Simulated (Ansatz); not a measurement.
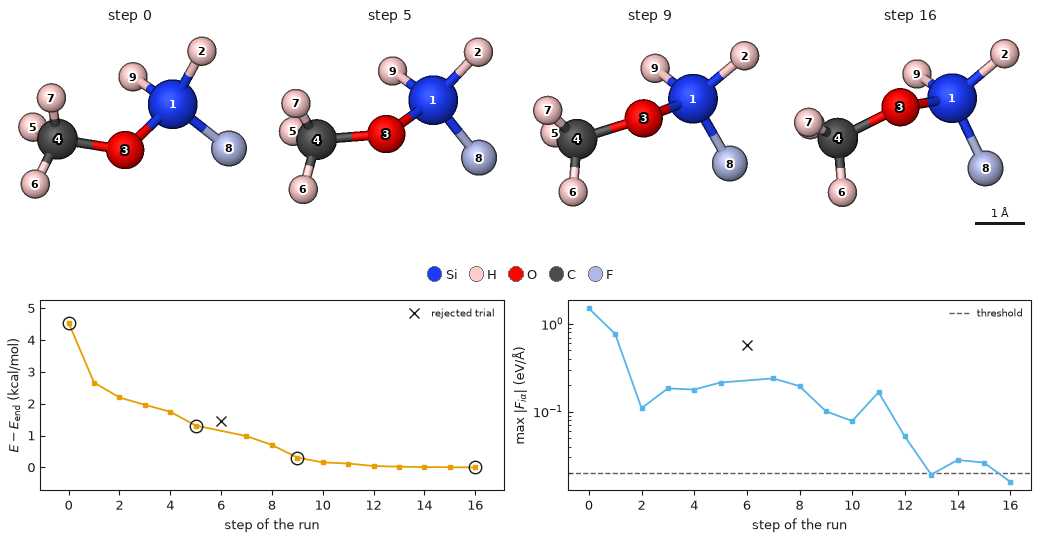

Frames of a relaxation of CH$_{5}$FOSi, marked on the history of the run. A ball-and-stick model, seen at a tilt.

The run prepares the start of a later molecular dynamics calculation, from a guessed geometry.

Computed with Ansatz 0.2.0, RKS BLYP/def2-SVP. (no spin polarisation; force threshold 0.02 eV/Å; at most 40 steps)

What happens along the run?

Answer. O3 moves most after the best rigid fit: 0.93 Å. By element the largest moves are O 0.93 Å, H 0.70 Å, F 0.67 Å, Si 0.13 Å, C 0.02 Å. Among the contacts that change: Si1–F8 1.589 → 1.641 Å, Si1–H9 1.459 → 1.498 Å, Si1–H2 1.460 → 1.488 Å, Si1–O3 1.680 → 1.664 Å. Among the angles between lasting bonds that change: H2–Si1–H9 109.5° → 114.2°, H2–Si1–O3 109.4° → 106.1°, F8–Si1–H9 109.5° → 106.4°. Groups turn about O3–C4 by about 85°, Si1–O3 by about 80°. After 15 accepted moves (16 points after the start) the energy has fallen by 4.54 kcal/mol. The largest force component goes from 1.5 to 0.016 eV/Å. The line search rejected the trial step at point 6 of the run. Cost: 18 s on 1 thread of AMD EPYC 9R45 96-Core Processor (Zen 5), with other jobs on the host, peak memory 0.16 GiB. From step 0 to 5: O3 moves most (0.38 Å), energy −3.23 kcal/mol. From step 5 to 9: O3 moves most (0.34 Å), energy −1.00 kcal/mol. From step 9 to 16: H6 moves most (0.32 Å), energy −0.31 kcal/mol.
